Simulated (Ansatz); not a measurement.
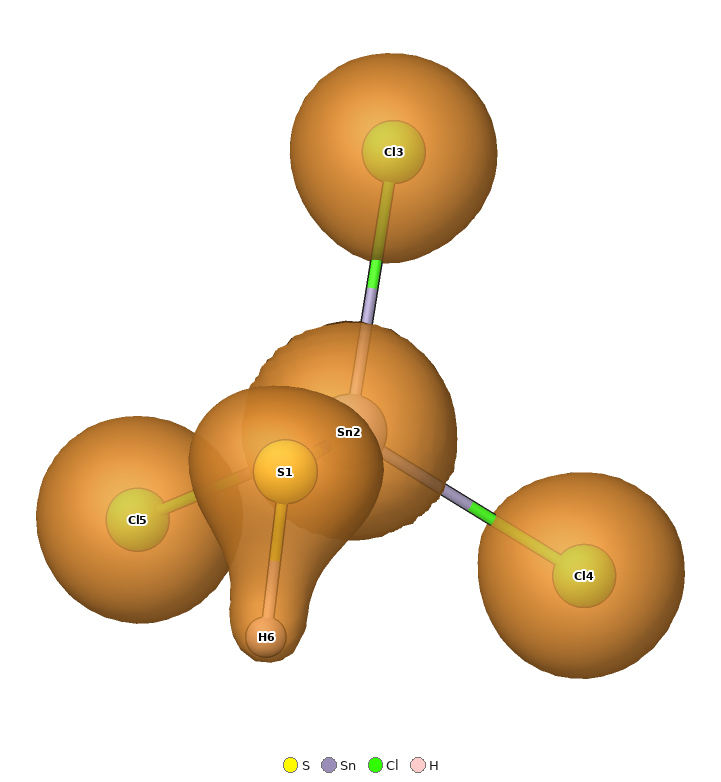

Figure. Cl3HSSn. Isosurface of the electron density at 1 e/Å³ (orange), seen at an oblique angle.

Geometry: PBE0-D4/def2-TZVP; core potentials replace the inner electrons of Sn.

Method: RKS PBE0-D4/def2-TZVPP in Ansatz.

| atom | x (Å) | y (Å) | z (Å) |
| --- | --- | --- | --- |
| S | -0.5919 | 0.5822 | 1.7971 |
| Sn | 0.3489 | -0.1652 | -0.2391 |
| Cl | 2.5510 | -0.6849 | 0.1449 |
| Cl | -0.7178 | -2.0272 | -1.0699 |
| Cl | 0.2370 | 1.4309 | -1.8929 |
| H | -1.7851 | 0.8002 | 1.2138 |

**How is the density connected at this value?**

At this value the surface falls into five separate pieces. It bridges the sampled S–H (1.35 Å) contacts, where the density stays above the isovalue. It is pinched off along the sampled Sn–Cl (2.29 Å) and Sn–S (2.36 Å) contacts. On the grid the lowest density along these lines, outside the cores, is 0.65 e/Å³ (Sn–Cl, 2.29 Å), 0.63 e/Å³ (Sn–S, 2.36 Å) and 1.5 e/Å³ (S–H, 1.35 Å).
